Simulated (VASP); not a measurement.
Band structure of DyNi2P2 (space group I4/mmm). Computed with PBEsol GGA, VASP's PBE PAW potentials (set 64) (plane waves; VASP 6.6.1).

The 4f electrons are frozen in the core of the lanthanide potential, so 4f levels, which can set the real gap, and their magnetism are missing.

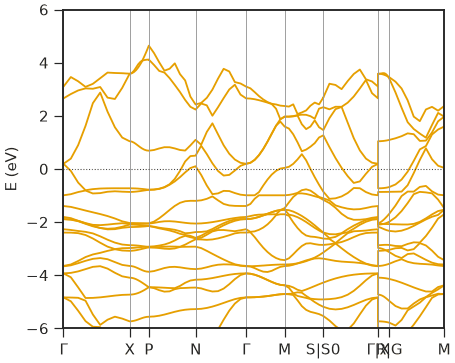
*Bands along high-symmetry lines, zero at the valence-band maximum or, without a gap, the Fermi level*

Task: Read the plot: is there a gap, and where are the band edges?

Result: It has no gap at this level: it comes out as a metal or semimetal. (Edges off the drawn lines would not show.)

The structure comes from a computed database's DyNi2P2 entry (I4/mmm); how it stands against other phases isn't given here. It was relaxed first. The run is not spin-polarised, so no magnetic state was tried. The electron count is odd and the run is not spin-polarised, which forces a metal.
